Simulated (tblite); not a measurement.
Geometry relaxation of C₄H₅ClGeO₂ (part 1 of 4)

- system: C₄H₅ClGeO₂, SMILES O=C=[C](C=O)[GeH2][CH2]Cl
- method: GFN2-xTB geometry optimisation, gas phase (tblite 0.8.0)

It belongs to a series of runs on one base structure; here: GeH2 inserted into a C-C bond.

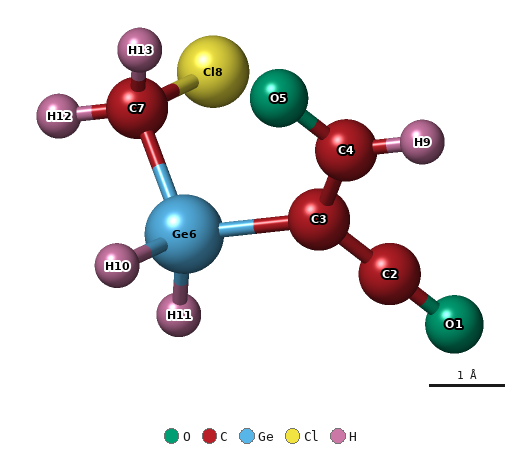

*The starting structure (ball-and-stick view, seen at a tilt; atoms are numbered from 1 in the order of the input). Sticks mark near contacts.*

Input file:
```
{"job": {"kind": "relax", "xc": "GFN2-xTB", "basis": "xTB"}, "charge": 0, "multiplicity": 1}
O     -1.802500     1.885900    -2.203700
C     -1.439800     1.083700    -1.355700
C     -1.028800     0.222600    -0.439500
C     -1.658100    -1.095100    -0.375600
O     -1.293000    -1.934200     0.513800
Ge     0.355800     0.740800     0.770000
C      1.894000    -0.430500     0.538400
Cl     2.492800    -0.309600    -1.125500
H     -2.433300    -1.384400    -1.062900
H     -0.162000     0.633900     2.233400
H      0.788000     2.200400     0.480900
H      2.694600    -0.134100     1.244300
H      1.588000    -1.478800     0.764400
```

The first line tells a small driver script what to run in tblite; the rest is the geometry in Å.

Run as:
```bash
OMP_NUM_THREADS=1 python <driver script> task.json out
```

What the program printed:
```
step      E/eV     max force
  0    -697.73450    5.718
  1    -697.65637   12.988
  2    -698.15771    4.453
  3    -698.19047    2.605
  4    -698.25537    0.380
  5    -698.26442    0.360
  6    -698.27821    0.499
  7    -698.28784    0.283
  8    -698.29346    0.205
  9    -698.29987    0.237
 10    -698.30851    0.365
 11    -698.31957    0.436
 12    -698.32912    0.342
 13    -698.33520    0.182
 14    -698.33869    0.156
 15    -698.34165    0.158
 16    -698.34479    0.190
 17    -698.34739    0.136
 18    -698.34969    0.156
 19    -698.35237    0.178
 20    -698.35571    0.204
 21    -698.35879    0.196
 22    -698.36063    0.098
 23    -698.36146    0.076
 24    -698.36195    0.071
 25    -698.36247    0.082
 26    -698.36295    0.065
 27    -698.36339    0.074
 28    -698.36382    0.070
 29    -698.36430    0.108
 30    -698.36482    0.109
 31    -698.36532    0.073
 32    -698.36580    0.071
 33    -698.36628    0.073
 34    -698.36679    0.070
 35    -698.36729    0.064
 36    -698.36773    0.051
 37    -698.36812    0.048
 38    -698.36849    0.049
 39    -698.36891    0.051
 40    -698.36936    0.053
 41    -698.36975    0.051
 42    -698.37001    0.035
 43    -698.37021    0.045
 44    -698.37040    0.046
 45    -698.37062    0.046
 46    -698.37081    0.039
 47    -698.37097    0.029
 48    -698.37111    0.038
 49    -698.37126    0.035
 50    -698.37139    0.025
 51    -698.37146    0.018
 52    -698.37151    0.019
 53    -698.37156    0.019
 54    -698.37166    0.028
 55    -698.37180    0.031
 56    -698.37191    0.023
 57    -698.37199    0.022
 58    -698.37206    0.018
 59    -698.37215    0.028
 60    -698.37225    0.029
 61    -698.37234    0.020
 62    -698.37241    0.023
 63    -698.37248    0.024
 64    -698.37259    0.028
 65    -698.37273    0.030
 66    -698.37284    0.028
 67    -698.37292    0.021
 68    -698.37298    0.021
 69    -698.37306    0.026
 70    -698.37315    0.025
 71    -698.37323    0.025
 72    -698.37330    0.019
 73    -698.37335    0.018
 74    -698.37339    0.019
 75    -698.37343    0.017
 76    -698.37347    0.022
 77    -698.37351    0.019
 78    -698.37354    0.015
 79    -698.37357    0.014
 80    -698.37359    0.016
 81    -698.37362    0.016
 82    -698.37366    0.016
 83    -698.37371    0.020
 84    -698.37376    0.018
 85    -698.37379    0.012
 86    -698.37380    0.007
```

Trajectory as extended XYZ (Å, eV, eV/Å), 61 of the 87 frames kept, from step=0 to step=86:
```
13
Properties=species:S:1:pos:R:3:forces:R:3 step=0 energy=-697.73450
O    -1.8025    1.8859   -2.2037    1.7290  -3.7000   4.0020
C    -1.4398    1.0837   -1.3557   -1.2550   2.8980  -3.1290
C    -1.0288    0.2226   -0.4395   -1.8400   0.2120  -1.9950
C    -1.6581   -1.0951   -0.3756    2.0420  -2.2560   3.5740
O    -1.2930   -1.9342    0.5138   -0.9710   2.8120  -2.7250
Ge    0.3558    0.7408    0.7700    0.3560   0.8880   1.2720
C     1.8940   -0.4305    0.5384    0.2770  -0.7840   0.6880
Cl    2.4928   -0.3096   -1.1255   -0.0230  -0.0330   0.0970
H    -2.4333   -1.3844   -1.0629   -0.2840   0.1610  -0.4240
H    -0.1620    0.6339    2.2334    0.1220   0.0450  -0.6130
H     0.7880    2.2004    0.4809   -0.3140  -0.5640   0.0450
H     2.6946   -0.1341    1.2443   -0.2470  -0.2730  -0.4870
H     1.5880   -1.4788    0.7644    0.4070   0.5940  -0.3040
13
Properties=species:S:1:pos:R:3:forces:R:3 step=1 energy=-697.65637
O    -1.7778    1.8331   -2.1466   -2.9640   6.8380  -7.0530
C    -1.4578    1.1251   -1.4004    3.7090  -8.7600   8.8420
C    -1.0551    0.2256   -0.4680   -1.1040   1.2700  -1.7600
C    -1.6289   -1.1273   -0.3245   -1.3600   3.4880  -3.4980
O    -1.3069   -1.8940    0.4749    1.5930  -2.8640   3.4000
Ge    0.3609    0.7535    0.7881   -0.3940   0.2940   0.1630
C     1.8980   -0.4417    0.5482    0.0590  -0.1080   0.2790
Cl    2.4925   -0.3100   -1.1241   -0.0640  -0.0490   0.2100
H    -2.4374   -1.3821   -1.0690    0.2820   0.3110   0.1090
H    -0.1603    0.6345    2.2246    0.1050   0.0700  -0.3540
H     0.7835    2.1923    0.4815   -0.1830  -0.3420   0.0830
H     2.6911   -0.1381    1.2373    0.0550  -0.2350  -0.2430
H     1.5938   -1.4703    0.7600    0.2650   0.0870  -0.1780
13
Properties=species:S:1:pos:R:3:forces:R:3 step=3 energy=-698.19047
O    -1.7874    1.8599   -2.1718    0.1480  -0.0280   0.1850
C    -1.4479    1.0951   -1.3746    0.0780  -0.5630   0.3220
C    -1.0629    0.2196   -0.4703   -0.4850   0.6060  -0.7380
C    -1.6430   -1.0959   -0.3580    0.8130  -1.6400   1.8530
O    -1.2886   -1.9168    0.5080   -0.4420   1.8130  -1.5440
Ge    0.3566    0.7594    0.7928   -0.1160   0.0530   0.2080
C     1.8980   -0.4434    0.5523   -0.0730  -0.0060   0.1210
Cl    2.4912   -0.3109   -1.1203   -0.0620  -0.0250   0.1570
H    -2.4320   -1.3760   -1.0670    0.0190   0.1580  -0.0950
H    -0.1594    0.6356    2.2181   -0.0040   0.0570  -0.2470
H     0.7796    2.1859    0.4829   -0.1840  -0.2260   0.0240
H     2.6926   -0.1422    1.2334    0.1210  -0.1660  -0.1230
H     1.5987   -1.4699    0.7569    0.1860  -0.0340  -0.1220
13
Properties=species:S:1:pos:R:3:forces:R:3 step=4 energy=-698.25537
O    -1.7854    1.8588   -2.1689    0.0970   0.0700   0.0670
C    -1.4481    1.0914   -1.3738   -0.0420  -0.2870   0.0530
C    -1.0684    0.2232   -0.4768   -0.2260   0.1570  -0.2070
C    -1.6369   -1.1075   -0.3445    0.0720  -0.0830   0.1370
O    -1.2906   -1.9024    0.4973    0.1950   0.3260   0.0200
Ge    0.3553    0.7610    0.7957   -0.1580   0.0000   0.0320
C     1.8975   -0.4439    0.5541   -0.0890   0.0400   0.0800
Cl    2.4905   -0.3112   -1.1184   -0.0630  -0.0190   0.1410
H    -2.4312   -1.3738   -1.0677    0.1050   0.1580  -0.0020
H    -0.1592    0.6363    2.2149   -0.0330   0.0490  -0.1660
H     0.7774    2.1828    0.4832   -0.1600  -0.1780   0.0290
H     2.6938   -0.1443    1.2317    0.1390  -0.1490  -0.0850
H     1.6011   -1.4699    0.7554    0.1630  -0.0850  -0.0990
13
Properties=species:S:1:pos:R:3:forces:R:3 step=6 energy=-698.27821
O    -1.7785    1.8629   -2.1636    0.0110   0.1790  -0.1120
C    -1.4546    1.0812   -1.3792   -0.0950   0.0750  -0.1560
C    -1.0808    0.2246   -0.4825    0.0700  -0.0910   0.2120
C    -1.6331   -1.1075   -0.3396   -0.0600   0.3120  -0.2320
O    -1.2753   -1.8842    0.5033    0.2770  -0.1450   0.3890
Ge    0.3446    0.7609    0.7975   -0.0920  -0.1520  -0.1370
C     1.8920   -0.4424    0.5601   -0.0230  -0.0310   0.0500
Cl    2.4862   -0.3123   -1.1093   -0.0540   0.0210   0.0250
H    -2.4241   -1.3635   -1.0677    0.0460  -0.0030   0.0220
H    -0.1620    0.6396    2.2040   -0.1170   0.0240   0.0160
H     0.7663    2.1709    0.4851   -0.1110  -0.0350  -0.0060
H     2.7027   -0.1544    1.2257    0.0660  -0.0840  -0.0260
H     1.6123   -1.4752    0.7485    0.0820  -0.0690  -0.0430
13
Properties=species:S:1:pos:R:3:forces:R:3 step=7 energy=-698.28784
O    -1.7737    1.8689   -2.1624   -0.0070   0.1370  -0.1260
C    -1.4605    1.0757   -1.3852   -0.0580   0.2040  -0.1510
C    -1.0875    0.2254   -0.4830    0.1020  -0.0220   0.1670
C    -1.6305   -1.1045   -0.3376    0.0160   0.1750  -0.0640
O    -1.2611   -1.8726    0.5120    0.1520  -0.0910   0.2210
Ge    0.3361    0.7574    0.7957   -0.0070  -0.1910  -0.1380
C     1.8881   -0.4421    0.5650    0.0460  -0.0950   0.0180
Cl    2.4823   -0.3125   -1.1031   -0.0480   0.0490  -0.0540
H    -2.4189   -1.3573   -1.0674    0.0190  -0.1100   0.0530
H    -0.1664    0.6422    2.1975   -0.1590   0.0050   0.0970
H     0.7569    2.1626    0.4861   -0.0830   0.0340  -0.0320
H     2.7097   -0.1626    1.2213    0.0030  -0.0370   0.0120
H     1.6211   -1.4800    0.7433    0.0250  -0.0570  -0.0030
13
Properties=species:S:1:pos:R:3:forces:R:3 step=9 energy=-698.29987
O    -1.7678    1.8827   -2.1670   -0.0050   0.0150  -0.0640
C    -1.4683    1.0771   -1.3961    0.0640   0.1640   0.0350
C    -1.0939    0.2317   -0.4827   -0.0530   0.1410  -0.1710
C    -1.6237   -1.0982   -0.3316    0.0910  -0.0820   0.1640
O    -1.2382   -1.8569    0.5278   -0.0320   0.1310  -0.1090
Ge    0.3264    0.7434    0.7887    0.1030  -0.0520   0.0830
C     1.8867   -0.4478    0.5711    0.1000  -0.1250  -0.0670
Cl    2.4746   -0.3097   -1.0989   -0.0390   0.0630  -0.1050
H    -2.4107   -1.3567   -1.0628    0.0520  -0.1840   0.1400
H    -0.1811    0.6455    2.1941   -0.1450  -0.0180   0.0410
H     0.7403    2.1538    0.4853   -0.0580   0.0140  -0.0410
H     2.7182   -0.1747    1.2172   -0.0490   0.0130   0.0570
H     1.6330   -1.4898    0.7371   -0.0290  -0.0790   0.0380
13
Properties=species:S:1:pos:R:3:forces:R:3 step=10 energy=-698.30851
O    -1.7643    1.8940   -2.1735    0.0000  -0.0370  -0.0230
C    -1.4721    1.0844   -1.4034    0.1160   0.0880   0.1330
C    -1.0985    0.2395   -0.4855   -0.1240   0.1600  -0.3040
C    -1.6172   -1.0931   -0.3252    0.0780  -0.1610   0.1850
O    -1.2217   -1.8449    0.5389   -0.0820   0.2430  -0.2260
Ge    0.3228    0.7308    0.7850    0.1260   0.0780   0.2300
C     1.8890   -0.4560    0.5733    0.0860  -0.1010  -0.1100
Cl    2.4678   -0.3056   -1.0996   -0.0320   0.0550  -0.1000
H    -2.4034   -1.3626   -1.0551    0.0740  -0.1890   0.1800
H    -0.1965    0.6472    2.1940   -0.1070  -0.0350  -0.0410
H     0.7268    2.1486    0.4833   -0.0340  -0.0330  -0.0310
H     2.7225   -0.1826    1.2162   -0.0610   0.0270   0.0650
H     1.6404   -1.4993    0.7340   -0.0390  -0.0930   0.0440
13
Properties=species:S:1:pos:R:3:forces:R:3 step=11 energy=-698.31957
O    -1.7599    1.9091   -2.1837    0.0040  -0.0580   0.0100
C    -1.4754    1.0978   -1.4120    0.1320  -0.0030   0.1790
C    -1.1056    0.2512   -0.4928   -0.1190   0.0940  -0.3010
C    -1.6082   -1.0860   -0.3164    0.0470  -0.1720   0.1350
O    -1.1999   -1.8272    0.5526   -0.0880   0.3270  -0.2750
Ge    0.3205    0.7149    0.7839    0.0940   0.1980   0.3200
C     1.8939   -0.4692    0.5740    0.0310  -0.0470  -0.1290
Cl    2.4582   -0.2987   -1.1030   -0.0210   0.0330  -0.0680
H    -2.3923   -1.3751   -1.0409    0.0660  -0.1760   0.1820
H    -0.2198    0.6487    2.1935   -0.0550  -0.0580  -0.1220
H     0.7082    2.1415    0.4798    0.0090  -0.0780  -0.0100
H     2.7268   -0.1927    1.2163   -0.0670   0.0270   0.0480
H     1.6493   -1.5138    0.7309   -0.0350  -0.0880   0.0310
13
Properties=species:S:1:pos:R:3:forces:R:3 step=13 energy=-698.33520
O    -1.7542    1.9284   -2.1984    0.0200  -0.0290   0.0470
C    -1.4754    1.1207   -1.4198    0.0490  -0.0600   0.0490
C    -1.1150    0.2665   -0.5085    0.0700  -0.0410  -0.0090
C    -1.5967   -1.0754   -0.3070   -0.0200   0.0330  -0.0880
O    -1.1705   -1.7950    0.5671    0.0640   0.1700  -0.0060
Ge    0.3210    0.7009    0.7943   -0.0390   0.1310   0.1130
C     1.9015   -0.4897    0.5691   -0.0950   0.0470  -0.0350
Cl    2.4440   -0.2877   -1.1117   -0.0080  -0.0090   0.0070
H    -2.3755   -1.4027   -1.0132   -0.0390  -0.1170   0.0510
H    -0.2555    0.6470    2.1891   -0.0190  -0.0780  -0.0940
H     0.6846    2.1296    0.4746    0.0930  -0.0450   0.0260
H     2.7282   -0.2048    1.2186   -0.0690  -0.0050  -0.0320
H     1.6593   -1.5371    0.7280   -0.0070   0.0040  -0.0300
13
Properties=species:S:1:pos:R:3:forces:R:3 step=14 energy=-698.33869
O    -1.7527    1.9306   -2.1997    0.0200  -0.0080   0.0420
C    -1.4739    1.1240   -1.4199    0.0140  -0.0270  -0.0250
C    -1.1151    0.2681   -0.5121    0.1220  -0.0500   0.0760
C    -1.5952   -1.0728   -0.3075   -0.0070   0.0750  -0.0990
O    -1.1641   -1.7847    0.5689    0.1020   0.0710   0.0950
Ge    0.3207    0.7023    0.7999   -0.0540   0.0260  -0.0260
C     1.9008   -0.4924    0.5669   -0.1130   0.0540   0.0100
Cl    2.4413   -0.2858   -1.1134   -0.0100  -0.0120   0.0170
H    -2.3734   -1.4114   -1.0064   -0.0690  -0.0910   0.0010
H    -0.2624    0.6445    2.1858   -0.0370  -0.0760  -0.0230
H     0.6829    2.1263    0.4743    0.1100   0.0040   0.0300
H     2.7263   -0.2069    1.2184   -0.0680  -0.0090  -0.0510
H     1.6606   -1.5413    0.7270   -0.0100   0.0420  -0.0460
13
Properties=species:S:1:pos:R:3:forces:R:3 step=16 energy=-698.34479
O    -1.7484    1.9351   -2.1996    0.0080   0.0240   0.0110
C    -1.4702    1.1272   -1.4213   -0.0010   0.0200  -0.0820
C    -1.1099    0.2706   -0.5169    0.0700  -0.0170   0.0330
C    -1.5908   -1.0668   -0.3100    0.0490   0.0030   0.0270
O    -1.1461   -1.7593    0.5768    0.0560  -0.0470   0.1080
Ge    0.3165    0.7044    0.8070   -0.0330  -0.0950  -0.1610
C     1.8925   -0.4944    0.5642   -0.0690   0.0290   0.0290
Cl    2.4351   -0.2830   -1.1150   -0.0220  -0.0030   0.0180
H    -2.3726   -1.4310   -0.9938   -0.0090   0.0030   0.0000
H    -0.2784    0.6357    2.1789   -0.0610  -0.0640   0.0710
H     0.6856    2.1205    0.4756    0.1190   0.0680   0.0360
H     2.7195   -0.2118    1.2147   -0.0530   0.0110  -0.0400
H     1.6627   -1.5466    0.7216   -0.0520   0.0690  -0.0510
13
Properties=species:S:1:pos:R:3:forces:R:3 step=17 energy=-698.34739
O    -1.7463    1.9376   -2.1993    0.0010   0.0340  -0.0070
C    -1.4681    1.1282   -1.4230    0.0080   0.0160  -0.0660
C    -1.1059    0.2717   -0.5189   -0.0080  -0.0070  -0.0520
C    -1.5875   -1.0646   -0.3102    0.0660  -0.0520   0.0940
O    -1.1367   -1.7479    0.5823    0.0070  -0.0670   0.0610
Ge    0.3137    0.7036    0.8068   -0.0200  -0.0680  -0.1160
C     1.8867   -0.4943    0.5635   -0.0250   0.0110   0.0050
Cl    2.4318   -0.2818   -1.1152   -0.0270   0.0050   0.0090
H    -2.3725   -1.4402   -0.9879    0.0550   0.0550   0.0330
H    -0.2871    0.6298    2.1771   -0.0480  -0.0540   0.0520
H     0.6902    2.1194    0.4772    0.1060   0.0530   0.0440
H     2.7149   -0.2137    1.2120   -0.0380   0.0270  -0.0160
H     1.6623   -1.5473    0.7178   -0.0760   0.0490  -0.0410
13
Properties=species:S:1:pos:R:3:forces:R:3 step=19 energy=-698.35237
O    -1.7432    1.9435   -2.1991    0.0010   0.0420  -0.0320
C    -1.4635    1.1294   -1.4287    0.0040  -0.0220  -0.0220
C    -1.0995    0.2715   -0.5259   -0.1030  -0.0200  -0.1440
C    -1.5790   -1.0642   -0.3060    0.0450  -0.0810   0.1130
O    -1.1223   -1.7351    0.5945   -0.0420  -0.0540  -0.0090
Ge    0.3079    0.7010    0.8013   -0.0040   0.0790   0.0720
C     1.8756   -0.4926    0.5615    0.0400  -0.0140  -0.0500
Cl    2.4251   -0.2799   -1.1153   -0.0240   0.0210  -0.0280
H    -2.3689   -1.4511   -0.9761    0.1270   0.0910   0.0770
H    -0.3025    0.6163    2.1762    0.0060  -0.0280  -0.0630
H     0.7062    2.1207    0.4833    0.0500  -0.0320   0.0610
H     2.7044   -0.2140    1.2070   -0.0020   0.0400   0.0350
H     1.6553   -1.5449    0.7095   -0.0970  -0.0220  -0.0100
13
Properties=species:S:1:pos:R:3:forces:R:3 step=20 energy=-698.35571
O    -1.7411    1.9491   -2.2000    0.0120   0.0350  -0.0320
C    -1.4606    1.1306   -1.4345   -0.0190  -0.0450  -0.0100
C    -1.0975    0.2703   -0.5338   -0.0900  -0.0260  -0.1150
C    -1.5717   -1.0653   -0.3004    0.0180  -0.0530   0.0700
O    -1.1129   -1.7291    0.6043   -0.0410  -0.0320  -0.0200
Ge    0.3037    0.7004    0.7982    0.0060   0.1420   0.1460
C     1.8689   -0.4920    0.5591    0.0500  -0.0200  -0.0610
Cl    2.4197   -0.2779   -1.1162   -0.0150   0.0290  -0.0530
H    -2.3629   -1.4560   -0.9658    0.1160   0.0690   0.0690
H    -0.3135    0.6059    2.1745    0.0310  -0.0080  -0.1200
H     0.7189    2.1212    0.4894    0.0100  -0.0720   0.0680
H     2.6970   -0.2130    1.2044    0.0130   0.0310   0.0500
H     1.6476   -1.5436    0.7031   -0.0890  -0.0500   0.0080
13
Properties=species:S:1:pos:R:3:forces:R:3 step=22 energy=-698.36063
O    -1.7364    1.9596   -2.2030    0.0350  -0.0110  -0.0070
C    -1.4583    1.1315   -1.4459   -0.0540  -0.0470  -0.0120
C    -1.0969    0.2672   -0.5491    0.0210   0.0050   0.0380
C    -1.5592   -1.0674   -0.2894   -0.0040   0.0330  -0.0190
O    -1.0980   -1.7206    0.6208   -0.0050  -0.0020   0.0130
Ge    0.2973    0.7047    0.7990    0.0280   0.0680   0.0590
C     1.8603   -0.4924    0.5532    0.0100  -0.0080  -0.0180
Cl    2.4101   -0.2729   -1.1206   -0.0050   0.0300  -0.0560
H    -2.3487   -1.4621   -0.9468    0.0160  -0.0170  -0.0040
H    -0.3305    0.5895    2.1662    0.0230   0.0200  -0.0930
H     0.7384    2.1186    0.5023   -0.0280  -0.0370   0.0630
H     2.6857   -0.2111    1.2022    0.0080  -0.0160   0.0220
H     1.6318   -1.5440    0.6934   -0.0450  -0.0190   0.0140
13
Properties=species:S:1:pos:R:3:forces:R:3 step=23 energy=-698.36146
O    -1.7349    1.9609   -2.2035    0.0320  -0.0250  -0.0020
C    -1.4593    1.1304   -1.4477   -0.0420  -0.0290  -0.0120
C    -1.0967    0.2669   -0.5508    0.0390   0.0170   0.0630
C    -1.5575   -1.0672   -0.2879    0.0020   0.0330  -0.0170
O    -1.0962   -1.7192    0.6231    0.0010   0.0020   0.0200
Ge    0.2971    0.7072    0.8009    0.0330  -0.0010  -0.0150
C     1.8595   -0.4928    0.5519   -0.0040  -0.0020  -0.0020
Cl    2.4086   -0.2715   -1.1226   -0.0080   0.0250  -0.0350
H    -2.3461   -1.4632   -0.9441   -0.0040  -0.0270  -0.0200
H    -0.3323    0.5878    2.1626    0.0030   0.0210  -0.0430
H     0.7402    2.1171    0.5056   -0.0200   0.0070   0.0540
H     2.6845   -0.2113    1.2025    0.0000  -0.0300   0.0020
H     1.6286   -1.5446    0.6924   -0.0310   0.0080   0.0060
13
Properties=species:S:1:pos:R:3:forces:R:3 step=24 energy=-698.36195
O    -1.7335    1.9608   -2.2038    0.0240  -0.0340  -0.0020
C    -1.4605    1.1290   -1.4485   -0.0190  -0.0130  -0.0030
C    -1.0959    0.2672   -0.5505    0.0280   0.0200   0.0540
C    -1.5566   -1.0667   -0.2875    0.0040   0.0200  -0.0050
O    -1.0956   -1.7184    0.6242    0.0000   0.0040   0.0170
Ge    0.2978    0.7087    0.8018    0.0320  -0.0370  -0.0520
C     1.8591   -0.4929    0.5511   -0.0060   0.0010   0.0010
Cl    2.4078   -0.2704   -1.1242   -0.0120   0.0190  -0.0130
H    -2.3449   -1.4642   -0.9433   -0.0020  -0.0210  -0.0220
H    -0.3328    0.5874    2.1598   -0.0100   0.0180  -0.0090
H     0.7407    2.1165    0.5083   -0.0120   0.0370   0.0460
H     2.6839   -0.2119    1.2027   -0.0040  -0.0350  -0.0110
H     1.6264   -1.5448    0.6921   -0.0230   0.0220  -0.0020
```
